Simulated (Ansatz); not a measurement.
# The cluster Hf3Si: inputs that go wrong

2 inputs were typed for the cluster Hf3Si. Each is run as it stands; the log then has to tell whether the result can be used.

Program: Ansatz 0.2.0, Gaussian basis. Level of theory: the settings change from run to run. These are calculated values, not measurements.

## 1. The geometry

The structure was relaxed beforehand with B3LYP-D4/def2-SVP. Hf takes a core potential in def2 sets; no spin-orbit term is included.

4 atoms, charge 0, spin multiplicity 1.

Atoms are counted from 1 here; the program's logs count them from 0.

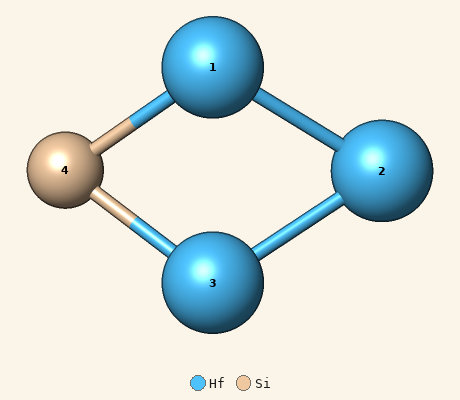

The structure; hafnium blue, silicon light orange; atoms are numbered from 1 in the order of the file.

## 2. Input 1

in.yaml

```yaml
crystal:
  periodic: [true, true, true]
  atoms:
    - {symbol: Hf, position_ang: [1.359043, 0.315440, 0.451410]}
    - {symbol: Hf, position_ang: [-0.837584, 1.904184, 0.628040]}
    - {symbol: Hf, position_ang: [-0.984939, -0.216008, -1.065029]}
    - {symbol: Si, position_ang: [0.463480, -2.003606, -0.014420]}
basis:
  gaussian: {orbitals: def2-mTZVP, final_grid: {core_spheres: 5, valence_spheres: 4, degree: 11}}
magnetization: {spin_polarized: true, initial_magnetization: 0}
hamiltonian: {xc: {name: B97M-V}}
scf: {omitted_lower_state_checks: [starts]}
output: {forces: true}
```

Launch:

```
> ansatz run in.yaml --threads 4 --pin off --events-out ev --progress --plain --max-ram 3916MiB
```

Log:

```text
Error: YAML parse error: error: line 2 column 3: crystal: missing field `lattice` (a structure is typed as `lattice` and `atoms`, a molecule's as `atoms` in Å alone, or read from a run's directory, `checkpoint`)
 --> <input>:2:3
  |
1 | crystal:
2 |   periodic: [true, true, true]
  |   ^ crystal: missing field `lattice` (a structure is typed as `lattice` and `atoms`, a molecule's as `atoms` in Å alone, or read from a run's directory, `checkpoint`)
3 |   atoms:
4 |     - {symbol: Hf, position_ang: [1.359043, 0.315440, 0.451410]}
  |
```

Run time: 0.05 s. Hardware: 4 threads of Arm Neoverse V2, shared host.

What is wrong: The program refused the input. The molecule is marked periodic without a cell. Fix: set periodic to false, or give a lattice.

## 3. Input 2

in.yaml

```yaml
crystal:
  periodic: [false, false, false]
  atoms:
    - {symbol: Hf, position_ang: [1.359043, 0.315440, 0.451410]}
    - {symbol: Hf, position_ang: [-0.837584, 1.904184, 0.628040]}
    - {symbol: Hf, position_ang: [-0.984939, -0.216008, -1.065029]}
    - {symbol: Si, position_ang: [0.463480, -2.003606, -0.014420]}
basis:
  gaussian: {orbitals: def2-mTZVP, nuclear_model: gaussian}
hamiltonian: {xc: {name: HF}}
correlation: {method: mp2, frozen_orbitals: {Hf: 9}}
scf: {lower_state_search: full}
output: {forces: true}
```

Same command.

Log:

```text
Functional definition: HF
  name "HF"
  cite "Fock, Z. Phys. 61, 126 (1930) doi:10.1007/BF01340294"
  parent pbe
  exchange = exact_x
  correlation = 0
Error: "frozen_orbitals" has no count for Si
```

It took 0.05 s on 4 threads of Arm Neoverse V2, shared host.

**Diagnosis.** The program refused the input. Frozen orbitals are typed for one element alone, and the program wants a count for each. To mend it, leave frozen_orbitals out, or give every element a count that its core really has.

## 4. Summary

| input | level | ended | cause | time |
| --- | --- | --- | --- | --- |
| 1 | B97M-V/def2-mTZVP | refused | the molecule is marked periodic without a cell | 0.05 s |
| 2 | MP2/def2-mTZVP | refused | frozen orbitals are typed for one element alone, and the program wants a count for each | 0.05 s |

**Reading.** 2 refused. A refusal costs next to no computing time.
